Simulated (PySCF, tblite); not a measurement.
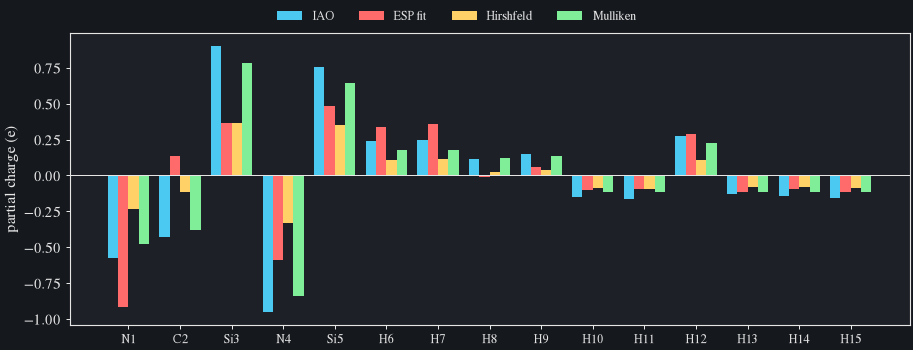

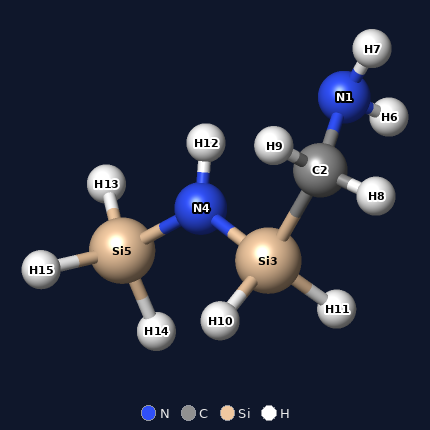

Atomic charges of CH₁₀N₂Si₂, SMILES NC[SiH2]N[SiH3] by 4 schemes, PBE0/pcSseg-1, PySCF 2.14.0, at a GFN2-xTB geometry (a minimum by its frequencies).

### On which atom do the schemes disagree most?

On N1: IAO −0.57, ESP fit −0.92, Hirshfeld −0.23, Mulliken −0.47 e.

### Which atom is the most negative in each scheme?

IAO: N4 (−0.95 e); ESP fit: N1 (−0.92 e); Hirshfeld: N4 (−0.33 e); Mulliken: N4 (−0.84 e).

Known limits of this run: the tight-binding geometry is rougher than a DFT one and adds to the error; one conformer of a flexible molecule.
